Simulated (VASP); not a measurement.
# AlIn with PBE + D3(BJ): from relaxation to properties, part 2 of 3

What structure does AlIn take at this level, and what are its properties? The cell is invented: it takes the structure of COD entry 9012002, Al (space group 225 there), with some of its atoms replaced by other elements, volume scaled by an estimate. It may not be a known or stable phase. Left out of this account: 1 further run (elastic: elastic constants of a metal on too coarse a mesh).

VASP 6.6.1, plane waves and PAW; the level of theory is named at each step.

So far. Step 2 (Full relaxation (PBE + D3(BJ))): It ends with forces that vanish by symmetry and a pressure of 0.02 GPa. Step 3 (Second relaxation): It ends with forces that vanish by symmetry and a pressure of 0.04 GPa. The volume moved by under 0.01 %: the run met its threshold at the first step. The relaxed cell has a = 3.140, c = 14.883 Å (conventional setting).

### Step 4. Density, ELF and potential (PBE + D3(BJ))

Level of this step: PBE with D3(BJ); plane waves and PAW (In_d, Al); invented cell (VASP).

A single point on the relaxed cell gives a clean self-consistent state, with density, ELF and potential written out.

Input file INCAR:

```
SYSTEM = AlIn
PREC = Accurate
ENCUT = 400
EDIFF = 1E-06
NELM = 100
ISMEAR = 1
SIGMA = 0.2
LREAL = .FALSE.
ALGO = Normal
GGA = PE
IVDW = 12
NBANDS = 14
LORBIT = 11
LWAVE = .FALSE.
LCHARG = .TRUE.
ISIF = 2
LELF = .TRUE.
LVHAR = .TRUE.
```

Input file POSCAR:

```
AlIn
1.0
    1.5700117919      0.9064465109      4.9610481881
   -1.5700117919      0.9064465109      4.9610481881
    0.0000000000     -1.8128930218      4.9610481881
In Al
1 1
Direct
    0.5000000000      0.5000000000      0.5000000000
    0.0000000000      0.0000000000      0.0000000000
```

Input file KPOINTS:

```
Automatic mesh
0
Gamma
7 7 7
0 0 0
```

PAW data sets: In_d and Al (PBE family, release 64).

On the command line:

```sh
> mpirun -np 1 vasp_std
```

The program printed:

```text
[... set-up lines as in an earlier step ...]
 entering main loop
       N       E                     dE             d eps       ncg     rms          rms(c)
[... 11 cycles as in an earlier step ...]
   1 F= -.66177042E+01 E0= -.66165133E+01  d E =-.357248E-02
```

The job ended after 12 s (1 MPI rank of Intel Xeon 6975P-C (Granite Rapids), shared host; peak memory 0.21 GiB).

Parts of OUTCAR (step 4):

```text
The static configuration has the point symmetry D_3d.

 Found     44 irreducible k-points:

   NELECT =      16.0000    total number of electrons

 E-fermi :   7.8571

 Edisp (eV)   -0.67198

[... 20 parts as in an earlier step ...]
```

This step gave:

```yaml
scf_cycles: 11
```

Valence electrons inside each PAW sphere by angular momentum. Sphere charges, by row:

| atom | s (e) | p (e) | d (e) | tot (e) |
| --- | --- | --- | --- | --- |
| In1 | 0.955 | 0.63 | 9.868 | 11.45 |
| Al2 | 0.479 | 0.259 | 0 | 0.737 |

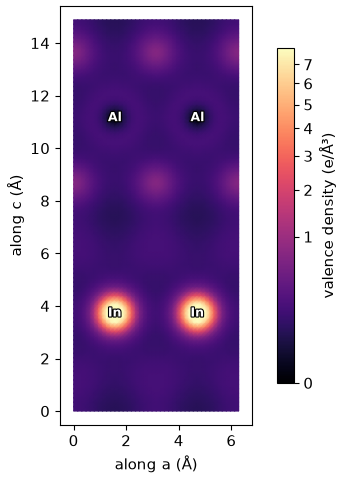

Valence density in the ac plane of the conventional cell at fractional y = 0.000, with atoms of In and Al within 0.2 Å of it. It is the smooth field of the valence electrons, not physical close to the nuclei. The map starts off the cell's origin, so that atoms lie inside it. The colour scale is stretched toward low values.

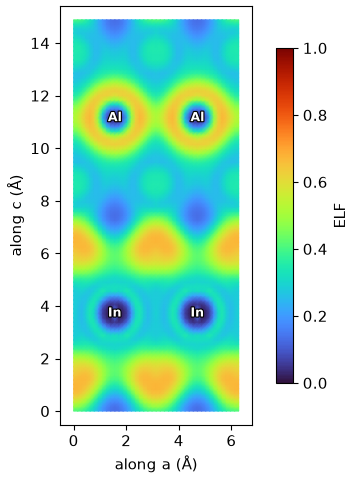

ELF in the ac plane of the conventional cell at fractional y = 0.000, with atoms of In and Al within 0.2 Å of it. It is the smooth field of the valence electrons, not physical close to the nuclei. The map starts off the cell's origin, so that atoms lie inside it.

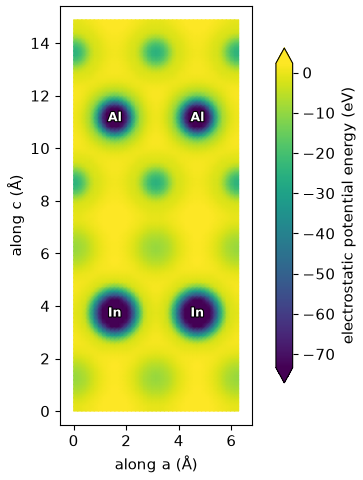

Electrostatic potential energy in the ac plane of the conventional cell at fractional y = 0.000, with atoms of In and Al within 0.2 Å of it. With pseudopotentials it is smooth inside the atoms' cores, unlike the true potential. The map starts off the cell's origin, so that atoms lie inside it.

In this run the pressure is 0.04 GPa, small enough to go on.

### Step 5. Bands along the symmetry lines (PBE + D3(BJ))

Levels along the symmetry lines show where the bands peak and cross; KPOINTS_OPT computes them in the converged potential.

Input file INCAR:

```
SYSTEM = AlIn
PREC = Accurate
ENCUT = 400
EDIFF = 1E-06
NELM = 100
ISMEAR = 1
SIGMA = 0.2
LREAL = .FALSE.
ALGO = Normal
GGA = PE
IVDW = 12
NBANDS = 20
LORBIT = 11
LWAVE = .FALSE.
LCHARG = .FALSE.
```

POSCAR is that of step 4.

KPOINTS is that of step 4.

Input file KPOINTS_OPT:

```
Line mode
16
Line-mode
Reciprocal
  0.00000000   0.00000000   0.00000000 GAMMA
  0.50000000   0.00000000   0.00000000 L

  0.50000000   0.00000000   0.00000000 L
  0.50000000   0.18892262  -0.18892262 B1

  0.81107738   0.50000000   0.18892262 B
  0.50000000   0.50000000   0.50000000 Z

  0.50000000   0.50000000   0.50000000 Z
  0.00000000   0.00000000   0.00000000 GAMMA

  0.00000000   0.00000000   0.00000000 GAMMA
  0.34446131   0.00000000  -0.34446131 X

  0.65553869   0.34446131   0.00000000 Q
  0.50000000   0.50000000   0.00000000 F

  0.50000000   0.50000000   0.00000000 F
  0.65553869   0.65553869   0.18892262 P1

  0.65553869   0.65553869   0.18892262 P1
  0.50000000   0.50000000   0.50000000 Z

  0.50000000   0.00000000   0.00000000 L
  0.81107738   0.34446131   0.34446131 P
```

On the command line:

```sh
> mpirun -np 1 vasp_std
```

The program printed:

```text
[... set-up lines as in an earlier step ...]
 entering main loop
       N       E                     dE             d eps       ncg     rms          rms(c)
DAV:   1     0.968882660294E+02    0.96888E+02   -0.55560E+03  1836   0.754E+02
DAV:   2     0.200208265716E+00   -0.96688E+02   -0.89186E+02  1904   0.229E+02
DAV:   3    -0.587460666397E+01   -0.60748E+01   -0.60175E+01  2192   0.534E+01
DAV:   4    -0.601989707328E+01   -0.14529E+00   -0.14515E+00  2164   0.783E+00
DAV:   5    -0.602625889037E+01   -0.63618E-02   -0.63611E-02  2444   0.165E+00    0.365E+00
DAV:   6    -0.596170375344E+01    0.64555E-01   -0.72836E-02  2424   0.431E+00    0.195E+00
DAV:   7    -0.594737430809E+01    0.14329E-01   -0.21200E-02  2532   0.174E+00    0.345E-01
DAV:   8    -0.594597900808E+01    0.13953E-02   -0.16272E-03  2512   0.407E-01    0.168E-01
DAV:   9    -0.594572125516E+01    0.25775E-03   -0.21379E-04  1968   0.100E-01    0.343E-02
DAV:  10    -0.594572223505E+01   -0.97990E-06   -0.11817E-05  2412   0.205E-02    0.147E-02
DAV:  11    -0.594572245678E+01   -0.22172E-06   -0.78542E-07  1308   0.941E-03
   1 F= -.66177041E+01 E0= -.66165133E+01  d E =-.357250E-02
 Start KPOINTS_OPT (optional k-point list driver)
k-point batch [1-44\144]
       N       E                     dE             ncg
DAV:   1     0.258869205320E+04   -0.16455E+05     1840
DAV:   2    -0.158345949075E+04   -0.41722E+04     1892
DAV:   3    -0.186325242816E+04   -0.27979E+03     2208
DAV:   4    -0.187011256828E+04   -0.68601E+01     2204
DAV:   5    -0.187044874479E+04   -0.33618E+00     2496
DAV:   6    -0.187045585960E+04   -0.71148E-02     2300
DAV:   7    -0.187045592404E+04   -0.64444E-04     2496
DAV:   8    -0.187045592451E+04   -0.47363E-06     1820
[...]
k-point batch [133-144\144]
       N       E                     dE             ncg
DAV:   1     0.150395676612E+05   -0.62817E+04      496
DAV:   2     0.139639808552E+05   -0.10756E+04      488
DAV:   3     0.138950151738E+05   -0.68966E+02      556
DAV:   4     0.138933079916E+05   -0.17072E+01      576
DAV:   5     0.138932294974E+05   -0.78494E-01      656
DAV:   6     0.138932274523E+05   -0.20451E-02      656
DAV:   7     0.138932274357E+05   -0.16642E-04      652
DAV:   8     0.138932274356E+05   -0.15118E-06      492
```

It took 45 s on 1 MPI rank; peak memory 0.22 GiB.

Parts of OUTCAR (step 5):

```text
   k-points           NKPTS =     44   k-points in BZ     NKDIM =     44   number of bands    NBANDS=     20

   NELECT =      16.0000    total number of electrons

 E-fermi :   7.8571

 k-point     2 :       0.1429   -0.0000    0.0000
  band No.  band energies     occupation
    ...
      4      -6.6233      2.00000
      5      -6.5714      2.00000
      6      -2.0165      2.00000
      7       3.8989      2.00000
      8       5.1044      2.00000
      9      13.1794      0.00000
     10      15.4106      0.00000
     11      15.9978      0.00000
     12      17.1167      0.00000
     13      17.5338      0.00000
    ...

 Edisp (eV)   -0.67198

  Total       0.01653     0.01653    -0.00520    -0.00000     0.00000     0.00000
  in kB       0.62501     0.62501    -0.19651    -0.00000     0.00000     0.00000
  external pressure =        0.35 kB  Pullay stress =        0.00 kB

 POSITION                                       TOTAL-FORCE (eV/Angst)
 -----------------------------------------------------------------------------------
      0.00000      0.00000      7.44157        -0.000000      0.000000      0.000000
      0.00000      0.00000      0.00000         0.000000     -0.000000     -0.000000
 -----------------------------------------------------------------------------------
    total drift:                                0.000000     -0.000000      0.000000

  FREE ENERGIE OF THE ION-ELECTRON SYSTEM (eV)
  ---------------------------------------------------
  free  energy   TOTEN  =        -6.6177041421 eV

  energy  without entropy=       -6.6141316406  energy(sigma->0) =       -6.61651331

[... 11 parts as in an earlier step ...]

[... 5 further parts left out ...]
```

Spin-orbit coupling is off here; with elements this heavy it splits and shifts levels by tenths of an eV or more.

Numbers from this step:

```
bands    : 20
pressure : 0.03512 GPa
```

The electronic bands at the labelled points (eV, zero at the Fermi level; # counts the bands kept):

```csv
point,#1,#2,#3,#4,#5,#6,#7
Γ,-10.32,-3.82,-3.77,8.80,8.80,10.86,10.86
L,-4.80,-4.70,-0.74,-0.26,3.26,3.82,5.80
B1,-3.01,-2.51,-2.22,-2.16,1.64,1.90,5.53
jump to B,-3.01,-2.51,-2.22,-2.16,1.64,1.90,5.53
Z,-9.04,-8.29,3.53,4.24,9.24,9.24,9.40
Γ,-10.32,-3.82,-3.77,8.80,8.80,10.86,10.86
X,-3.08,-2.62,-2.39,-0.90,-0.09,3.32,3.82
jump to Q,-3.08,-2.62,-2.39,-0.90,-0.09,3.32,3.82
F,-4.36,-4.01,-2.58,-1.57,4.23,4.88,6.38
P1,-4.29,-4.00,-3.72,0.23,4.03,4.45,6.59
Z,-9.04,-8.29,3.53,4.24,9.24,9.24,9.40
jump to L,-4.80,-4.70,-0.74,-0.26,3.26,3.82,5.80
P,-4.29,-4.00,-3.72,0.23,4.03,4.45,6.59
```

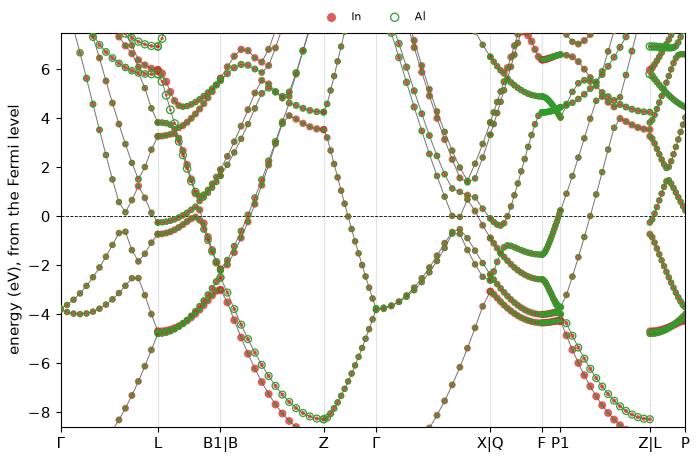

Electronic bands along the path; dots are coloured as in the legend, and their area grows with the weight.

There is no gap at this level.

### Step 6. Density of states (PBE + D3(BJ))

A density of states needs more k-points than a total energy; ISMEAR = -5 takes tetrahedra, and LORBIT projects the states on the PAW spheres. The mesh is finer than in the run before.

INCAR: that of step 5 with these lines changed.

```diff
@@ -5,3 +5,3 @@
 NELM = 100
-ISMEAR = 1
+ISMEAR = -5
 SIGMA = 0.2
@@ -15 +15,2 @@
 LCHARG = .FALSE.
+NEDOS = 2001
```

POSCAR is that of step 5.

Input file KPOINTS:

```
Automatic mesh
0
Gamma
11 11 11
0 0 0
```

On the command line:

```sh
> mpirun -np 1 vasp_std
```

The program printed:

```text
[... set-up lines as in an earlier step ...]
 entering main loop
       N       E                     dE             d eps       ncg     rms          rms(c)
DAV:   1     0.952203390729E+02    0.95220E+02   -0.55897E+03  6108   0.746E+02
DAV:   2     0.392311699224E+00   -0.94828E+02   -0.87330E+02  6160   0.229E+02
DAV:   3    -0.583732097912E+01   -0.62296E+01   -0.61584E+01  7140   0.542E+01
DAV:   4    -0.598696809416E+01   -0.14965E+00   -0.14950E+00  7100   0.784E+00
DAV:   5    -0.599435034812E+01   -0.73823E-02   -0.73944E-02  7984   0.175E+00    0.363E+00
DAV:   6    -0.592987371779E+01    0.64477E-01   -0.70875E-02  8036   0.431E+00    0.196E+00
DAV:   7    -0.591540020394E+01    0.14474E-01   -0.21549E-02  8452   0.178E+00    0.340E-01
DAV:   8    -0.591401821329E+01    0.13820E-02   -0.17131E-03  8432   0.435E-01    0.168E-01
DAV:   9    -0.591373213485E+01    0.28608E-03   -0.21600E-04  6520   0.985E-02    0.353E-02
DAV:  10    -0.591373490850E+01   -0.27736E-05   -0.12419E-05  8168   0.237E-02    0.154E-02
DAV:  11    -0.591373558092E+01   -0.67242E-06   -0.10112E-06  4540   0.103E-02
   1 F= -.65857173E+01 E0= -.65857173E+01  d E =0.000000E+00
 -----------------------------------------------------------------------------
|                                                                             |
|           W    W    AA    RRRRR   N    N  II  N    N   GGGG   !!!           |
|           W    W   A  A   R    R  NN   N  II  NN   N  G    G  !!!           |
|           W    W  A    A  R    R  N N  N  II  N N  N  G       !!!           |
|           W WW W  AAAAAA  RRRRR   N  N N  II  N  N N  G  GGG   !            |
|           WW  WW  A    A  R   R   N   NN  II  N   NN  G    G                |
|           W    W  A    A  R    R  N    N  II  N    N   GGGG   !!!           |
|                                                                             |
|     Tetrahedron method does not include variations of the Fermi             |
|     occupations, so forces and stress will be inaccurate. We suggest        |
|     using a different smearing scheme ISMEAR = 1 or 2 for metals in         |
|     relaxations.                                                            |
|                                                                             |
 -----------------------------------------------------------------------------
```

It took 44 s on 1 MPI rank; peak memory 0.25 GiB.

From OUTCAR (step 6):

```text
   k-points           NKPTS =    146   k-points in BZ     NKDIM =    146   number of bands    NBANDS=     20

   NELECT =      16.0000    total number of electrons

 E-fermi :   8.0098

 k-point     1 :       0.0000    0.0000    0.0000
  band No.  band energies     occupation
    ...
      4      -6.5570      2.00000
      5      -6.5570      2.00000
      6      -2.4643      2.00000
      7       4.0384      2.00000
      8       4.0884      2.00000
      9      16.6595      0.00000
     10      16.6595      0.00000
     11      18.7125      0.00000
     12      18.7125      0.00000
     13      19.3129      0.00000
    ...

 Edisp (eV)   -0.67198

  Total       0.03514     0.03514    -0.00525     0.00000    -0.00000    -0.00000
  in kB       1.32902     1.32902    -0.19863     0.00000    -0.00000    -0.00000
  external pressure =        0.82 kB  Pullay stress =        0.00 kB

 POSITION                                       TOTAL-FORCE (eV/Angst)
 -----------------------------------------------------------------------------------
      0.00000      0.00000      7.44157        -0.000000      0.000000     -0.000000
      0.00000      0.00000      0.00000         0.000000      0.000000      0.000000
 -----------------------------------------------------------------------------------
    total drift:                                0.000000     -0.000000      0.000000

  FREE ENERGIE OF THE ION-ELECTRON SYSTEM (eV)
  ---------------------------------------------------
  free  energy   TOTEN  =        -6.5857172662 eV

  energy  without entropy=       -6.5857172662  energy(sigma->0) =       -6.58571727

[... 6 parts as in an earlier step ...]

[... 10 further parts left out ...]
```

With tetrahedra the forces and stress of a metal are not exact derivatives of the energy.

This step gave:

```yaml
irreducible_k_points: 146
free_energy_toten: -6.586 eV
fermi_energy: 8.010 eV
pressure: 0.08198 GPa
dos_at_the_fermi_level: 0.8182 states/eV/cell
```

The density of states has structure finer than the step of the table below, so its rows give means over 1 eV, whole bins alone (the curve runs from -12.0 to 7.99 eV). Peaks (eV: height): total -0.9: 1.06, 0.8: 1.07, 5.2: 1.34, 6.3: 1.25; In p -0.9: 0.151, 5.2: 0.223, 6.3: 0.236; In s -5.1: 0.137, -3.8: 0.126, -1.0: 0.0957, 0.2: 0.0868; Al p -0.9: 0.0678, 5.2: 0.163; Al s -5.1: 0.0657, -4.1: 0.0683, -3.4: 0.0605, -1.0: 0.0757.

States under -12.0 eV and over 8.0 eV are left out. Table of density of states by energy, zero at the Fermi level; means over each step; values in states/eV/cell:

```
energy (eV)  total     In p    In s     Al p    Al s
        -11      0        0       0        0       0
        -10  0.161  0.00234  0.0498   8.0e-4  0.0146
         -9  0.321   0.0104   0.101  0.00388  0.0236
         -8  0.389   0.0226  0.0994  0.00626  0.0328
         -7  0.480   0.0362  0.0998   0.0104  0.0448
         -6  0.569   0.0493   0.105   0.0161  0.0531
         -5  0.668   0.0598   0.122   0.0226  0.0596
         -4  0.645   0.0617   0.103   0.0274  0.0579
         -3  0.776    0.100  0.0886   0.0432  0.0569
         -2  0.720    0.106  0.0658   0.0466  0.0429
         -1  0.916    0.132  0.0806   0.0592  0.0629
          0  0.808    0.108  0.0753   0.0570  0.0537
          1  0.971    0.130  0.0734   0.0834  0.0489
          2   1.04    0.149  0.0630   0.0918  0.0469
          3   1.10    0.174  0.0496    0.104  0.0425
          4   1.21    0.202  0.0428    0.133  0.0368
          5   1.21    0.204  0.0395    0.147  0.0251
          6   1.15    0.210  0.0307    0.128  0.0215
          7   1.13    0.195  0.0227    0.110  0.0231
```

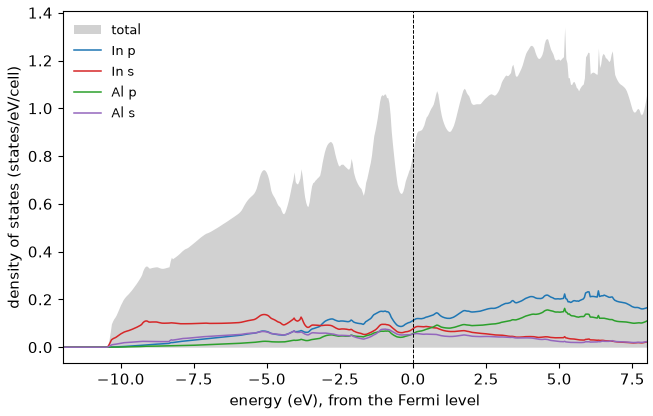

Density of states against energy.

The finer mesh and the other smearing move the Fermi level by +0.15 eV from the 7×7×7 run, one measure of the sampling error in the zero of the bands above. Of the states within 0.3 eV of the Fermi level, the largest shares in the PAW spheres are In p 14 %, In s 9 % and Al p 7 %. The rest lies in smaller channels or between the spheres.

(Part 2 of 3 ends here.)

[Lines on the potential files, build, host, timing and source positions are cut from VASP's logs without a mark.]

[Logs are printed without paths, hosts, clocks, repeated set-up lines and the standing remarks that a program may print on its own settings, such as how far it seeks lower states.]

[Hosts, paths, dates, database ids (printed as entryN), source tags and the programs' standing remarks are cut or masked in the printed files.]

[A measured line is paired with the nearest computed mode of its activity, which favours agreement.]

[In band tables of VASP the shares of atoms and orbitals are scaled to a sum of 1 inside the atoms' spheres.]
